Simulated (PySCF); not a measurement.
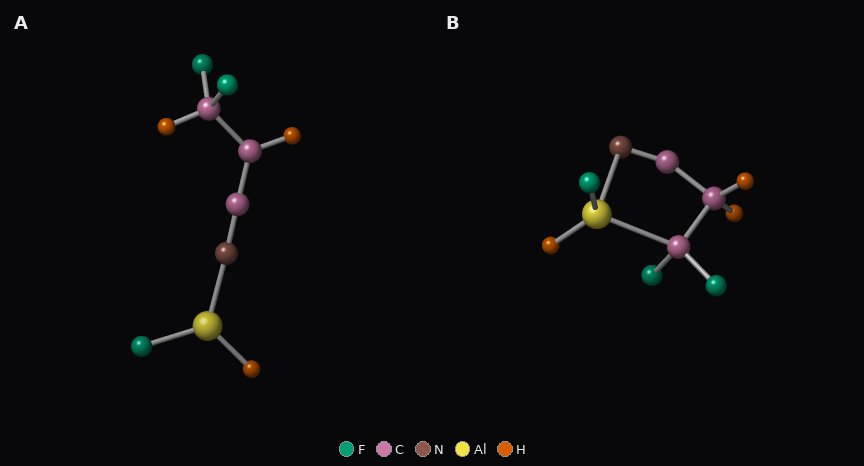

2 stationary structures of one formula. Geometries: GFN2-xTB. Electronic energies: CAM-B3LYP/def2-SVPD (PySCF 2.14.0), without zero-point energy. No frequency run is at hand to confirm each as a minimum. Each is one conformer, not always the lowest.

### Rank them by energy, lowest first.

A is lowest; B lies 25.7 kcal/mol above it.

The geometry is semi-empirical. Around Al such bond lengths and angles can be off by a tenth of an ångström or more and by several degrees, and values that hang on the shape move with them.
